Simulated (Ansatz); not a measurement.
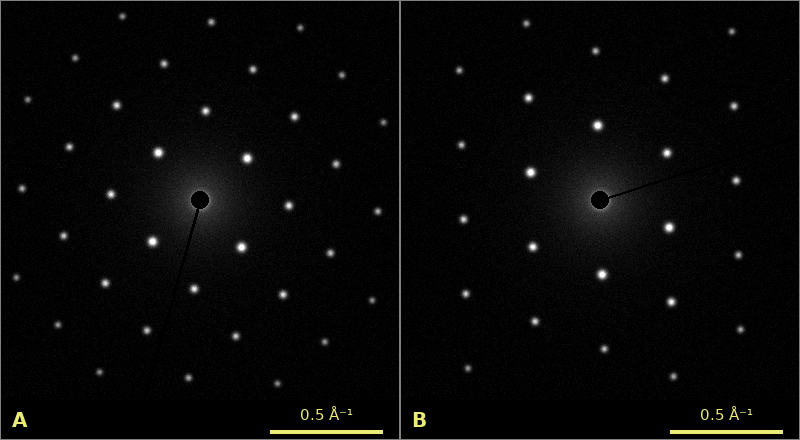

Kinematic electron diffraction patterns (300 kV, B = 0.5 Å², same scale, each along a low-index zone) of two structures of composition CaGeH4, each relaxed at zero pressure with DFT PBE, scalar-relativistic, plane waves, PAW in Ansatz 0.2.0.

The structures (standard cells):
1. I4_1/amd (No. 141), a = 5.047 Å, c = 10.859 Å, 24 atoms; generated start, possibly hypothetical
2. P4/nbm (No. 125), a = 4.987 Å, c = 5.594 Å, 12 atoms; generated start, possibly hypothetical

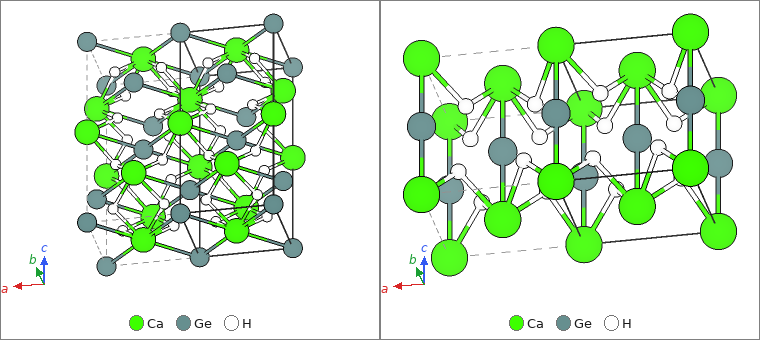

Drawings of the structures 1 to 2, from left to right (each may span several cells).

Question: Which pattern belongs to which structure, and along which zone?

Answer: A is structure 2 along [001]: square net of 1 -1 0 at d = 3.53 Å and 1 1 0 at d = 3.53 Å, 90.0° apart (some points of this net are extinct or too weak to see). B is structure 1 along [110] or an equivalent direction: centred rectangular net of -1 1 -2 at d = 2.98 Å and -1 1 2 at d = 2.98 Å, 66.6° apart (some points of this net are extinct or too weak to see).

Question: Rank the structures by their computed energy.

Answer: Structure 1 (I4_1/amd, 11.53 Å³ an atom) is the lowest of these; structure 2 (P4/nbm, 11.60 Å³ an atom) lies about 110 meV an atom higher. These are static energies at 0 K; other structures, not shown, may lie lower still.
